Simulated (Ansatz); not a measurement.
# Sc (P6_3/mmc, 2 atoms in the cell): modes against uniaxial strain along c, part 3 of 3

Aim: how do the optical modes of Sc (P6_3/mmc, 2 atoms in the cell) shift and split under this strain?

Ansatz 0.2.0; DFT LDA, scalar-relativistic, plane waves, PAW; PAW set soft_1.

So far, highest optical mode at the zone centre (no LO-TO term) (cm⁻¹): step 5 (zone-centre response at rest) 240; step 7 (strain 4 %) 204.

### Step 9. Modes of this member: uniaxial strain of -4 % along c

The zone-centre modes follow for uniaxial strain of -4 % along c.

File input.yaml:

```yaml
crystal:
  lattice:
    - [3.2591329805, 0.0, 0.0]
    - [-1.6295664903, 2.8224919554, 0.0]
    - [0.0, 0.0, 4.7829555896]
  atoms:
    - { symbol: Sc, position: [0.3333333613, 0.6666666387, 0.25] }
    - { symbol: Sc, position: [0.6666666387, 0.3333333613, 0.75] }
kpoints:
  mp_grid: { grid: [15, 15, 8] }
hamiltonian:
  xc: lda
  pseudopotentials: { kind: paw, azcp: { folder: soft_1 }, xc_functional: pbe }
scf:
  occupations: { method: methfessel_paxton, width: 0.2 }
output:
  eigenvalues: true
phonons:
  method: dfpt
```

Launch:

```
ansatz run input.yaml --threads 4 --pin off --max-ram 10240MiB --backend cpu --events-out ev --progress --plain --runs-dir out
```

Numbers of over 12 decimals in the logs are rounded to 6 here.

The program printed:

```text
[...]
Crystal: 2 atoms, lattice volume = 43.998 Å³
Basis set: ecut = 420 eV, 891 PW (Γ), exchange–correlation on 48×48×64 points (8 copies of the dense FFT grid, shifted against one another)
Bands: 15, of which v1, the nominal top of the filled ones, is band 11 counted from 1 (10 counted from 0)
Symmetry: 24 space group operations
k-points: 320 of 1800 (irreducible under 4 space group operations, time reversal used)
[...]
k-point 1: bands = [... 7 lower, -17.0376, 5.0554, 8.3526, 11.5082, 11.6465, 11.6465, 12.2788, 12.2788]
  k-point 2: bands = [... 7 lower, -17.1068, 5.4287, 8.0578, 11.2300, 11.5098, 11.5098, 12.0287, 12.0287]
  k-point 319: bands = [... 7 lower, -17.1286, 8.7940, 8.7940, 10.3399, 10.3399, 10.9887, 10.9887, 12.5542]
[...]
ASR residual: 4.827e-5 → 0.000e0 eV/Å²; symmetrization residual: 3.065e-10 eV/Å²
  ASR residual per site (eV/Å²): 4.83e-5 4.83e-5
  Γ frequencies (cm⁻¹): 0.00 0.00 0.00 149.65 149.65 273.78
[...]
[key lines of the parts left out:]
SCF converged after 8 iterations
Free energy (F): -4178.005246 eV
Fermi energy:    10.156384 eV
```

Run time: 58 s. Hardware: 4 threads of Intel Xeon at 2.50GHz (Skylake/Cascade Lake), shared host; peak memory 0.97 GiB; 1.8 min of CPU time.

Numbers from this step:

```yaml
sum_rule_residual_before_enforcement: 4.83e-5 eV/Å²
highest_optical_mode_at_the_zone_centre_no_lo_to_term: 273.8 cm⁻¹
lowest_optical_zone_centre_mode: 149.7 cm⁻¹
```

Patterns of degenerate modes are one choice out of their space. Modes at Γ:

```
mode  frequency (cm⁻¹)  symmetry
   1               0.0  acoustic
   2               0.0  acoustic
   3               0.0  acoustic
   4             149.7       E2g
   5             149.7       E2g
   6             273.8       B1g
```

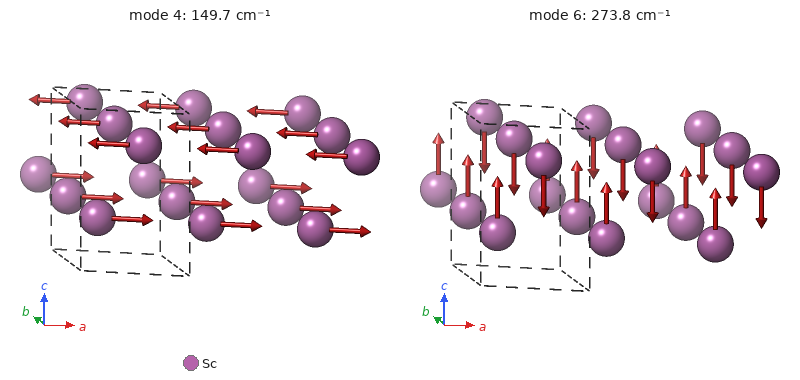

Displacement patterns of modes 4 and 6 at Γ; arrows are exaggerated. 3×3×1 cells are drawn.

The lowest optical mode is real, 150 cm⁻¹, and the highest lies at 273.8 cm⁻¹.

For the highest optical mode at the zone centre (no LO-TO term), step 5 gave 240 cm⁻¹; this run, with strain -4 %, gives 274 cm⁻¹ (+14 %).

### Step 10. All members side by side

The members are set side by side, also those not shown above.

Stress is positive in compression; energies are extrapolated to zero smearing, and E0 is that at rest; the edges not held and the atoms are relaxed in each cell; all runs use 15×15×8 k points and Methfessel-Paxton smearing of 0.2 eV. State of the crystal along the series:

```
strain (%)  stress along the axis (GPa)  free strain along a (%)  free strain along b (%)  E - E0 (meV/atom)
        -4                        4.123                   0.8879                   0.8879              11.29
        -3                         3.05                   0.6585                   0.6585              6.206
        -2                        2.003                   0.4346                   0.4346              2.669
        -1                       0.9832                    0.215                    0.215             0.6182
         0                    -0.008032                        0                        0                  0
         1                       -0.964                  -0.2149                  -0.2149             0.7638
         2                       -1.877                  -0.4295                  -0.4295              2.852
         3                       -2.737                   -0.647                   -0.647              6.177
         4                       -3.544                  -0.8687                  -0.8687              10.64
```

Optical modes are counted from below at rest and tracked from member to member by their patterns, and modes that stay within 0.3 cm⁻¹ of each other stand once; labels, where given, are those at rest; the edges not held and the atoms are relaxed in each cell; all runs use 15×15×8 k points and Methfessel-Paxton smearing of 0.2 eV. Optical modes along the series:

```
strain (%)  optical mode 1 E2g (cm⁻¹)  optical mode 2 B1g (cm⁻¹)
        -4                      149.7                      273.8
        -3                      146.9                      265.7
        -2                      143.9                      257.3
        -1                      140.7                      248.7
         0                      137.5                        240
         1                      134.2                      231.2
         2                      130.9                      222.2
         3                      127.6                      213.2
         4                      124.5                      204.2
```

Value and slope at zero strain of a cubic (a lower polynomial where under five rows exist) through the rows within 2 % of rest. Slopes at rest:

```
              mode  frequency (cm⁻¹)  shift per percent of strain (cm⁻¹)  shift per GPa of compressive stress (cm⁻¹)
optical mode 1 E2g             137.5                               -3.28                                        3.36
optical mode 2 B1g               240                               -8.77                                           9
```

### Step 11. What came out

```
members                                                          : 9
highest optical mode at the zone centre (no LO-TO term), at rest : 240.0 cm⁻¹
Young’s modulus along c                                          : 97.5 GPa
optical mode 1 E2g, shift per percent                            : -3.28 cm⁻¹
optical mode 2 B1g, shift per percent                            : -8.77 cm⁻¹
```

What this shows: The stress changes by 0.97 GPa for each percent, a Young’s modulus of 97 GPa along c. For each percent the free edge responds with -0.21 %. The fastest shift in the table of slopes is -8.8 cm⁻¹ for each percent (optical mode 2 B1g), or 9.0 cm⁻¹ for each GPa of compressive stress. For small strain, the measured shift of a line that Raman or infrared light can see, divided by its slope, estimates the stress, if the state of stress is of this kind. These are harmonic frequencies at zero temperature: anharmonic shifts, linewidths and thermal expansion are left out. With no gap, or one that is small against the smearing, the frequencies hang on the k mesh and the smearing, most of all near Kohn anomalies. The PAW files were made for PBE; the program adapts parts of them to the functional of the run, but their partial waves stay those of PBE, an approximation that was not tested in this session. Only the zone centre was solved, so an instability at another wavevector cannot show here.

[Logs are printed without paths, hosts, clocks, repeated set-up lines and the standing remarks that a program may print on its own settings, such as how far it seeks lower states.]

[Hosts, paths, dates, database ids (printed as entryN), source tags and the programs' standing remarks are cut or masked in the printed files.]
